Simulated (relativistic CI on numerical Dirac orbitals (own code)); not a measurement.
**Kr³⁺: one ion under different settings**

How much do the settings matter for Kr³⁺? One ion, several inputs.

The numbers are computed with relativistic CI on numerical Dirac orbitals (own code) version 3 (Dirac-Coulomb-Breit CI, KLI orbitals optimised for each configuration, model QED (radiative potential, 1s self-energy scaled to tabulated hydrogen-like ionisation energies), numerical settings as typed), except any that are marked as measured or tabulated.

**1. Starting point**

```
ion            : Kr³⁺ (Kr IV)
nuclear charge : 36
electrons      : 33
isotope        : A = 84
```

**2. An attempt**

The run's settings:

```ini
atom Kr  Z=36  charge=3  electrons=33
nucleus A=84  rms_radius_fm=4.1884
hamiltonian dirac-coulomb  breit=on  qed=on  c_scale=1
orbitals kli  potential=per-configuration
slater_scale 1
correlation none
mixing on
grid step=0.0125 r_max=37.3
scf mixing=0.4 start=green max_iterations=60 tolerance=2e-08 node_fill=0.05
configurations
  [Ar] 3d10 4s2 4p3
  [Ar] 3d10 4s 4p4
  [Ar] 3d10 4s2 4p3
end
```

Launch:

```console
$ python run_levels.py task.json out
```

One command runs all members of the session, one after another, from task.json.

The program writes no log. Results of the run, from its result record (rounded, main fields):

```text
{
  "status": "refused",
  "warnings": ["a configuration is listed twice"]
}
```

It took 0.00041 s on 1 thread, shared host.

Diagnosis: the program refused the input. One configuration stands twice in the list, which would make the CI basis linearly dependent. The input had a configuration typed twice. The cure is to strike the repeat.

**3. With the usual settings**

Changes to the settings of step 2:

```diff
@@ -8,3 +8,3 @@
 grid step=0.0125 r_max=37.3
-scf mixing=0.4 start=green max_iterations=60 tolerance=2e-08 node_fill=0.05
+scf mixing=0.4 start=green max_iterations=150 tolerance=2e-08 node_fill=0.05
 configurations
@@ -12,3 +12,2 @@
   [Ar] 3d10 4s 4p4
-  [Ar] 3d10 4s2 4p3
 end
```

Results of the run:

```text
{
  "status": "converged",
  "levels [i, E_cm, J2, conf, term, w_term, w_jj]": [
    [0, 0, 3, "4s2 4p3", "4S*", 0.9849, 0.522],
    [1, 21583.377, 3, "4s2 4p3", "2D*", 0.9208, 0.4668],
    [2, 23048.982, 5, "4s2 4p3", "2D*", 1, 1],
    [3, 37960.029, 1, "4s2 4p3", "2P*", 1, 1],
    [4, 40077.757, 3, "4s2 4p3", "2P*", 0.9097, 0.7624],
    [5, 123765.71, 5, "4s 4p4", "4P", 0.9953, 0.7297],
    [6, 127454.69, 3, "4s 4p4", "4P", 0.9984, 0.864],
    [7, 129240.23, 1, "4s 4p4", "4P", 0.9931, 0.3749],
    [8, 168946.13, 3, "4s 4p4", "2D", 0.994, 0.6202],
    [9, 169718.63, 5, "4s 4p4", "2D", 0.9953, 0.7297],
    [10, 191704.74, 1, "4s 4p4", "2S", 0.9652, 0.6739],
    [11, 209431.8, 3, "4s 4p4", "2P", 0.9946, 0.5158],
    [12, 214355.36, 1, "4s 4p4", "2P", 0.9715, 0.6261]
  ],
  "total_energy [Ha]": -2783.8713021,
  "n_levels_all": 13,
  "overlap": 2.75345e-12,
  "scf_iterations": [12, 12],
  "orbital_energies [Ha]": {"1s": -521.308, "2s": -70.1197, "2p1/2": -63.5086, "2p3/2": -61.5353, "3s": -11.4935, "3p1/2": -9.15286, "3p3/2": -8.8627, "3d3/2": -4.78298, "3d5/2": -4.73515, "4s": -2.37697, "4p1/2": -1.82462, "4p3/2": -1.7931},
  "configurations [conf, odd, states, E_av_Ha, breit_Ha, qed_Ha]": [
    ["4s2 4p3", 1, 20, -2786.146557, 1.424, 0.9562],
    ["4s 4p4", 0, 30, -2785.51321, 1.424, 0.9552]
  ],
  "scf_steps of the first configuration [iteration, E_Ha, residual, outer_eigenvalue_Ha]": [
    [1, -2767.760162, 2.47, -3.065],
    [2, -2783.919592, 0.876, -2.184],
    [3, -2786.067355, 0.122, -1.799],
    [4, -2786.132417, 0.079, -1.822],
    [5, -2786.14608, 0.00871, -1.787],
    [6, -2786.146434, 0.00141, -1.794],
    [7, -2786.146573, 0.000504, -1.793],
    [8, -2786.146556, 3.24e-05, -1.793],
    [9, -2786.146556, 2.56e-05, -1.793],
    [10, -2786.146557, 7.36e-07, -1.793],
    [11, -2786.146557, 2.16e-08, -1.793],
    [12, -2786.146557, 3.75e-10, -1.793]
  ]
}
```

Wall time 0.098 s (1 thread, shared host).

**4. Potential mixing 0.2, QED terms off**

The run's settings:

```ini
atom Kr  Z=36  charge=3  electrons=33
nucleus A=84  rms_radius_fm=4.1884
hamiltonian dirac-coulomb  breit=on  qed=off  c_scale=1
orbitals kli  potential=per-configuration
slater_scale 1
correlation none
mixing on
grid step=0.0125 r_max=37.3
scf mixing=0.2 start=green max_iterations=150 tolerance=2e-08 node_fill=0.05
configurations
  [Ar] 3d10 4s2 4p3
  [Ar] 3d10 4s 4p4
end
```

Results of the run:

```text
{
  "status": "converged",
  "levels [i, E_cm, J2, conf, term, w_term]": [
    [0, 0, 3, "4s2 4p3", "4S*", 0.985],
    [1, 21586.38, 3, "4s2 4p3", "2D*", 0.921],
    [2, 23046.631, 5, "4s2 4p3", "2D*", 1],
    [3, 37957.678, 1, "4s2 4p3", "2P*", 1],
    [4, 40067.701, 3, "4s2 4p3", "2P*", 0.91],
    [5, 123988.31, 5, "4s 4p4", "4P", 0.9953],
    [6, 127668.66, 3, "4s 4p4", "4P", 0.9984],
    [7, 129450.91, 1, "4s 4p4", "4P", 0.9932],
    "... 5 more rows left out ..."
  ],
  "total_energy [Ha]": -2784.8275291,
  "n_levels_all": 13,
  "overlap": 2.75159e-12,
  "scf_iterations": [12, 12],
  "orbital_energies [Ha]": {"1s": -521.308, "2s": -70.1197, "2p1/2": -63.5086, "2p3/2": -61.5353, "3s": -11.4935, "3p1/2": -9.15286, "3p3/2": -8.8627, "3d3/2": -4.78298, "3d5/2": -4.73515, "4s": -2.37697, "4p1/2": -1.82462, "4p3/2": -1.7931},
  "configurations [conf, odd, states, E_av_Ha, breit_Ha, qed_Ha]": [
    ["4s2 4p3", 1, 20, -2786.146557, 1.424, 0],
    ["4s 4p4", 0, 30, -2785.51321, 1.424, 0]
  ],
  "scf_steps of the first configuration [iteration, E_Ha, residual, outer_eigenvalue_Ha]": [
    [1, -2767.760162, 2.47, -3.065],
    [2, -2777.423929, 1.72, -2.584],
    [3, -2785.866691, 0.247, -1.789],
    [4, -2786.112425, 0.137, -1.855],
    [5, -2786.146297, 0.00759, -1.785],
    [6, -2786.145134, 0.0167, -1.786],
    [7, -2786.146567, 0.000568, -1.793],
    [8, -2786.146575, 0.000556, -1.793],
    [9, -2786.146554, 7.71e-05, -1.793],
    [10, -2786.146556, 2.11e-05, -1.793],
    [11, -2786.146557, 1.55e-06, -1.793],
    [12, -2786.146557, 7.25e-09, -1.793]
  ]
}
```

Run time: 0.08 s. Hardware: 1 thread, shared host.

**5. Node fill 0, end of the grid 55.95, tolerance 1e-05**

The run's settings:

```ini
atom Kr  Z=36  charge=3  electrons=33
nucleus A=84  rms_radius_fm=4.1884
hamiltonian dirac-coulomb  breit=on  qed=on  c_scale=1
orbitals kli  potential=per-configuration
slater_scale 1
correlation none
mixing on
grid step=0.0125 r_max=55.95
scf mixing=0.4 start=green max_iterations=150 tolerance=1e-05 node_fill=0
configurations
  [Ar] 3d10 4s2 4p3
  [Ar] 3d10 4s 4p4
end
```

Results of the run:

```text
{
  "status": "converged",
  "levels [i, E_cm, J2, conf, term, w_term]": [
    [0, 0, 3, "4s2 4p3", "4S*", 0.9851],
    [1, 21633.488, 3, "4s2 4p3", "2D*", 0.9216],
    [2, 23084.853, 5, "4s2 4p3", "2D*", 1],
    [3, 38023.649, 1, "4s2 4p3", "2P*", 1],
    [4, 40121.428, 3, "4s2 4p3", "2P*", 0.9106],
    [5, 123741.38, 5, "4s 4p4", "4P", 0.9953],
    [6, 127408.8, 3, "4s 4p4", "4P", 0.9985],
    [7, 129186.85, 1, "4s 4p4", "4P", 0.9932],
    "... 5 more rows left out ..."
  ],
  "total_energy [Ha]": -2783.8701359,
  "n_levels_all": 13,
  "overlap": 2.80533e-12,
  "scf_iterations": [10, 10],
  "orbital_energies [Ha]": {"1s": -521.556, "2s": -70.2153, "2p1/2": -63.616, "2p3/2": -61.6403, "3s": -11.5247, "3p1/2": -9.18547, "3p3/2": -8.89477, "3d3/2": -4.81498, "3d5/2": -4.76692, "4s": -2.38511, "4p1/2": -1.83127, "4p3/2": -1.79947},
  "configurations [conf, odd, states, E_av_Ha, breit_Ha, qed_Ha]": [
    ["4s2 4p3", 1, 20, -2786.146571, 1.425, 0.9564],
    ["4s 4p4", 0, 30, -2785.513228, 1.425, 0.9554]
  ],
  "scf_steps of the first configuration [iteration, E_Ha, residual, outer_eigenvalue_Ha]": [
    [1, -2767.760162, 2.45, -3.065],
    [2, -2783.857766, 0.871, -2.188],
    [3, -2786.079583, 0.12, -1.805],
    [4, -2786.125144, 0.0777, -1.828],
    [5, -2786.146694, 0.00879, -1.794],
    [6, -2786.146602, 0.00124, -1.8],
    [7, -2786.146552, 0.00053, -1.8],
    [8, -2786.146572, 4.19e-05, -1.799],
    [9, -2786.146572, 2.52e-05, -1.799],
    [10, -2786.146571, 1.04e-07, -1.799]
  ]
}
```

Wall time 0.092 s (1 thread, shared host).

**6. End of the grid 26.11**

Changes to the settings of step 5:

```diff
@@ -7,4 +7,4 @@
 mixing on
-grid step=0.0125 r_max=55.95
-scf mixing=0.4 start=green max_iterations=150 tolerance=1e-05 node_fill=0
+grid step=0.0125 r_max=26.11
+scf mixing=0.4 start=green max_iterations=150 tolerance=2e-08 node_fill=0.05
 configurations
```

Results of the run:

```text
{
  "status": "converged",
  "levels [i, E_cm, J2, conf, term, w_term]": [
    [0, 0, 3, "4s2 4p3", "4S*", 0.9849],
    [1, 21583.377, 3, "4s2 4p3", "2D*", 0.9208],
    [2, 23048.982, 5, "4s2 4p3", "2D*", 1],
    [3, 37960.029, 1, "4s2 4p3", "2P*", 1],
    [4, 40077.757, 3, "4s2 4p3", "2P*", 0.9097],
    [5, 123765.71, 5, "4s 4p4", "4P", 0.9953],
    [6, 127454.69, 3, "4s 4p4", "4P", 0.9984],
    [7, 129240.23, 1, "4s 4p4", "4P", 0.9931],
    "... 5 more rows left out ..."
  ],
  "total_energy [Ha]": -2783.8713021,
  "n_levels_all": 13,
  "overlap": 2.7537e-12,
  "scf_iterations": [12, 12],
  "orbital_energies [Ha]": {"1s": -521.308, "2s": -70.1197, "2p1/2": -63.5086, "2p3/2": -61.5353, "3s": -11.4935, "3p1/2": -9.15286, "3p3/2": -8.8627, "3d3/2": -4.78298, "3d5/2": -4.73515, "4s": -2.37697, "4p1/2": -1.82462, "4p3/2": -1.7931},
  "configurations [conf, odd, states, E_av_Ha, breit_Ha, qed_Ha]": [
    ["4s2 4p3", 1, 20, -2786.146557, 1.424, 0.9562],
    ["4s 4p4", 0, 30, -2785.51321, 1.424, 0.9552]
  ],
  "scf_steps of the first configuration [iteration, E_Ha, residual, outer_eigenvalue_Ha]": [
    [1, -2767.760162, 2.47, -3.065],
    [2, -2783.919592, 0.876, -2.184],
    [3, -2786.067355, 0.122, -1.799],
    [4, -2786.132417, 0.079, -1.822],
    [5, -2786.14608, 0.00871, -1.787],
    [6, -2786.146434, 0.00141, -1.794],
    [7, -2786.146573, 0.000504, -1.793],
    [8, -2786.146556, 3.24e-05, -1.793],
    [9, -2786.146556, 2.56e-05, -1.793],
    [10, -2786.146557, 7.36e-07, -1.793],
    [11, -2786.146557, 2.16e-08, -1.793],
    [12, -2786.146557, 3.75e-10, -1.793]
  ]
}
```

Wall time 0.098 s (1 thread, shared host).

**7. Potential mixing 0.05**

Changes to the settings of step 6:

```diff
@@ -7,4 +7,4 @@
 mixing on
-grid step=0.0125 r_max=26.11
-scf mixing=0.4 start=green max_iterations=150 tolerance=2e-08 node_fill=0.05
+grid step=0.0125 r_max=37.3
+scf mixing=0.05 start=green max_iterations=150 tolerance=2e-08 node_fill=0.05
 configurations
```

Results of the run:

```text
{
  "status": "converged",
  "levels [i, E_cm, J2, conf, term, w_term]": [
    [0, 0, 3, "4s2 4p3", "4S*", 0.9849],
    [1, 21583.377, 3, "4s2 4p3", "2D*", 0.9208],
    [2, 23048.982, 5, "4s2 4p3", "2D*", 1],
    [3, 37960.029, 1, "4s2 4p3", "2P*", 1],
    [4, 40077.757, 3, "4s2 4p3", "2P*", 0.9097],
    [5, 123765.71, 5, "4s 4p4", "4P", 0.9953],
    [6, 127454.69, 3, "4s 4p4", "4P", 0.9984],
    [7, 129240.23, 1, "4s 4p4", "4P", 0.9931],
    "... 5 more rows left out ..."
  ],
  "total_energy [Ha]": -2783.8713021,
  "n_levels_all": 13,
  "overlap": 2.75292e-12,
  "scf_iterations": [13, 14],
  "orbital_energies [Ha]": {"1s": -521.308, "2s": -70.1197, "2p1/2": -63.5086, "2p3/2": -61.5353, "3s": -11.4935, "3p1/2": -9.15286, "3p3/2": -8.8627, "3d3/2": -4.78298, "3d5/2": -4.73515, "4s": -2.37697, "4p1/2": -1.82462, "4p3/2": -1.7931},
  "configurations [conf, odd, states, E_av_Ha, breit_Ha, qed_Ha]": [
    ["4s2 4p3", 1, 20, -2786.146557, 1.424, 0.9562],
    ["4s 4p4", 0, 30, -2785.51321, 1.424, 0.9552]
  ],
  "scf_steps of the first configuration [iteration, E_Ha, residual, outer_eigenvalue_Ha]": [
    [1, -2767.760162, 2.47, -3.065],
    [2, -2770.428048, 2.29, -2.937],
    [3, -2785.641903, 0.329, -1.787],
    [4, -2786.053759, 0.142, -1.86],
    [5, -2786.146827, 0.0173, -1.79],
    [6, -2786.144744, 0.0215, -1.781],
    [7, -2786.14615, 0.00383, -1.796],
    [8, -2786.146567, 0.000624, -1.793],
    [9, -2786.146555, 0.000101, -1.793],
    [10, -2786.146555, 6.63e-05, -1.793],
    [11, -2786.146557, 6.88e-06, -1.793],
    [12, -2786.146557, 3.88e-07, -1.793],
    [13, -2786.146557, 1.03e-08, -1.793]
  ]
}
```

Wall time 0.11 s (1 thread, shared host).

**8. Slater scale 0**

The run's settings:

```ini
atom Kr  Z=36  charge=3  electrons=33
nucleus A=84  rms_radius_fm=4.1884
hamiltonian dirac-coulomb  breit=on  qed=on  c_scale=1
orbitals kli  potential=per-configuration
slater_scale 0
correlation none
mixing on
grid step=0.0125 r_max=37.3
scf mixing=0.4 start=green max_iterations=71 tolerance=2e-08 node_fill=0.05
configurations
  [Ar] 3d10 4s2 4p3
  [Ar] 3d10 4s 4p4
end
```

Results of the run:

```text
{
  "status": "converged",
  "levels [i, E_cm, J2, conf, term, w_term]": [
    [0, 0, 3, "4s2 4p3", "2P*", 0.4999],
    [1, 6661.1888, 5, "4s2 4p3", "2D*", 1],
    [2, 6666.9667, 3, "4s2 4p3", "4S*", 0.5556],
    [3, 6669.4748, 1, "4s2 4p3", "2P*", 1],
    [4, 13364.096, 3, "4s2 4p3", "2P*", 0.5001],
    [5, 141194.35, 5, "4s 4p4", "4P", 0.6668],
    [6, 141198.68, 3, "4s 4p4", "2P", 0.5557],
    [7, 141202.12, 1, "4s 4p4", "2S", 0.6665],
    "... 5 more rows left out ..."
  ],
  "total_energy [Ha]": -2783.796708,
  "n_levels_all": 13,
  "overlap": 2.75345e-12,
  "scf_iterations": [12, 12],
  "orbital_energies [Ha]": {"1s": -521.308, "2s": -70.1197, "2p1/2": -63.5086, "2p3/2": -61.5353, "3s": -11.4935, "3p1/2": -9.15286, "3p3/2": -8.8627, "3d3/2": -4.78298, "3d5/2": -4.73515, "4s": -2.37697, "4p1/2": -1.82462, "4p3/2": -1.7931},
  "configurations [conf, odd, states, E_av_Ha, breit_Ha, qed_Ha]": [
    ["4s2 4p3", 1, 20, -2786.146557, 1.424, 0.9562],
    ["4s 4p4", 0, 30, -2785.51321, 1.424, 0.9552]
  ],
  "scf_steps of the first configuration [iteration, E_Ha, residual, outer_eigenvalue_Ha]": [
    [1, -2767.760162, 2.47, -3.065],
    [2, -2783.919592, 0.876, -2.184],
    [3, -2786.067355, 0.122, -1.799],
    [4, -2786.132417, 0.079, -1.822],
    [5, -2786.14608, 0.00871, -1.787],
    [6, -2786.146434, 0.00141, -1.794],
    [7, -2786.146573, 0.000504, -1.793],
    [8, -2786.146556, 3.24e-05, -1.793],
    [9, -2786.146556, 2.56e-05, -1.793],
    [10, -2786.146557, 7.36e-07, -1.793],
    [11, -2786.146557, 2.16e-08, -1.793],
    [12, -2786.146557, 3.75e-10, -1.793]
  ]
}
```

Wall time 0.098 s (1 thread, shared host).

A bad setting: its result is shown only for the comparison.

**9. The runs side by side**

| setting | total energy less usual (Ha) | largest shift of a level among the lowest eight of both runs, same label and place (cm⁻¹) | SCF iterations | time | lowest level | kind of change |
| --- | --- | --- | --- | --- | --- | --- |
| usual | 0 | 0 | 24 | 0.098 s | 4p3 4S°3/2 | - |
| potential mixing 0.2, QED terms off | -0.956 | 223 | 24 | 0.08 s | 4p3 4S°3/2 | model term |
| node fill 0, end of the grid 55.95, tolerance 1e-05 | 0.00117 | 63.6 | 20 | 0.092 s | 4p3 4S°3/2 | numerical |
| end of the grid 26.11 | 0 | 0 | 24 | 0.098 s | 4p3 4S°3/2 | numerical |
| potential mixing 0.05 | 0 | 0 | 27 | 0.11 s | 4p3 4S°3/2 | numerical |
| Slater scale 0 | 0.0746 | 31300 | 24 | 0.098 s | 4p3 [4p3/2] J=3/2° | unsound |

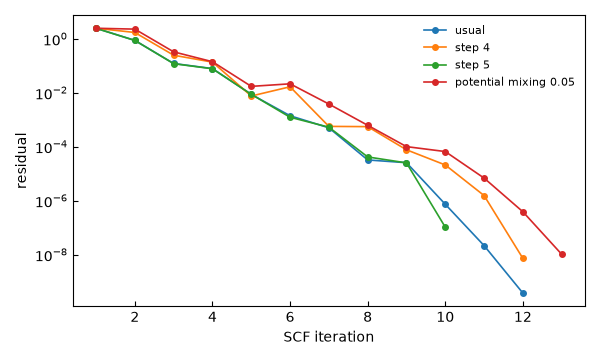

Residual of the first configuration's SCF.

**10. Outcome**

| quantity | value |
| --- | --- |
| lowest level, usual settings | 4p3 4S°3/2 |
| total energy | -2783.8713 Ha |
| first excitation | 21583 cm⁻¹ |
| runs without a result | 1 |

**Reading.** Among the runs whose levels can be followed, they move most under «Slater scale 0» (unsound), by up to 31300 cm⁻¹. No visible change in the result comes from «end of the grid 26.11» or «potential mixing 0.05». Only the listed configurations are in the model. Near neutrality, missing correlation can shift configurations against each other by thousands of cm⁻¹.
